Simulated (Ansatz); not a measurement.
Reaction (SMILES): [CH2]C#N → 2 C atom + 2 H atom + N atom
B3LYP-D3(BJ)/def2-TZVP geometries, fixed; electronic energies without zero-point terms.
Largest species:
```xyz
5

C     -0.0090    -0.1659    -1.1772
C      0.0014     0.0261     0.1854
N      0.0103     0.1888     1.3399
H      0.9204    -0.2159    -1.7250
H     -0.9467    -0.2673    -1.7035
```
Charge 0, spin multiplicity 2.

Basis-set convergence of the atomisation energy at PBE with Ansatz (a first-principles code). Cartesian d functions, on some or all atoms, in 6-31+G*; all else is spherical. The program fits the integrals of some runs and decomposes those of others, by size. Open shells are unrestricted. No added dispersion term, no relativity. Functions are those of the species that has most. Reference: the value in aug-pcseg-3, 537.57 kcal/mol, itself unsure by roughly 0.26 kcal/mol (its mean distance from aug-cc-pVQZ, cc-pV5Z, def2-QZVPPD). Deviations are taken from unrounded values.

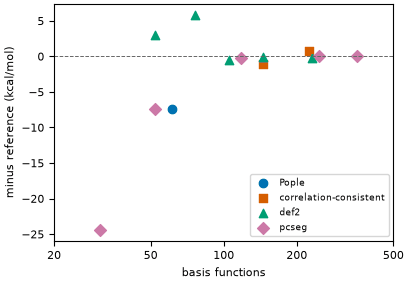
Figure: Deviation from the reference against the number of basis functions, by family of sets.

```tsv
basis	functions	atomisation energy (kcal/mol)	minus reference (kcal/mol)
pcseg-0	31	513.15	-24.42
def2-SVP	52	540.63	3.06
pcseg-1	52	530.22	-7.35
6-31+G*	61	530.14	-7.43
def2-SVPD	76	543.41	5.84
def2-TZVP	105	537.00	-0.57
pcseg-2	118	537.39	-0.18
def2-TZVPPD	145	537.54	-0.03
jun-cc-pV(T+d)Z	145	536.46	-1.11
cc-pVQZ	225	538.33	0.76
def2-QZVPP	231	537.28	-0.30
pcseg-3	246	537.56	-0.01
aug-pcseg-3	353	537.57	0.00
```
